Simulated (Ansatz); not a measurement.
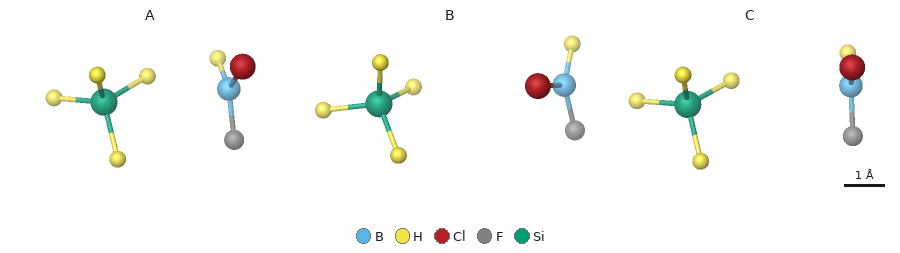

3 geometries from one relaxation of BSiH₅ClF, in shuffled order. Style: ball-and-stick. Shown from a free direction.

The run prepares an end point of a later path (reaction) calculation, from a guessed geometry.

Level of theory: RHF/def2-SVP in Ansatz 0.2.0. (no spin polarisation; force threshold 0.03 eV/Å; at most 50 steps)

Q: Order the frames from highest to lowest energy.

A: A, C, B. They are steps 0, 5, 36, at +8.51 kcal/mol, +0.37 kcal/mol relative to the last. After 28 accepted moves (36 points after the start) the energy has fallen by 8.51 kcal/mol. The largest force component goes from 0.65 to 0.026 eV/Å. The line search rejected the trial steps at points 8, 9, 14, 16, 22, 25, 27, 32 of the run. The forces were under the threshold at step 10, but the run went on from there. The atom that moves furthest after the best rigid fit is an H atom (1.42 Å). Largest moves by element: H 1.42 Å, F 1.13 Å, B 0.90 Å, Si 0.63 Å, Cl 0.51 Å. Near-neighbour distances that change, for instance: H–Si 1.469 → 1.483 Å, B–F 1.307 → 1.302 Å, B–H 1.185 → 1.189 Å. The run took 56 s on 1 thread of Arm Neoverse V2 (shared host), peak memory 0.16 GiB.

Limits of the set-up: Hartree-Fock leaves out electron correlation.
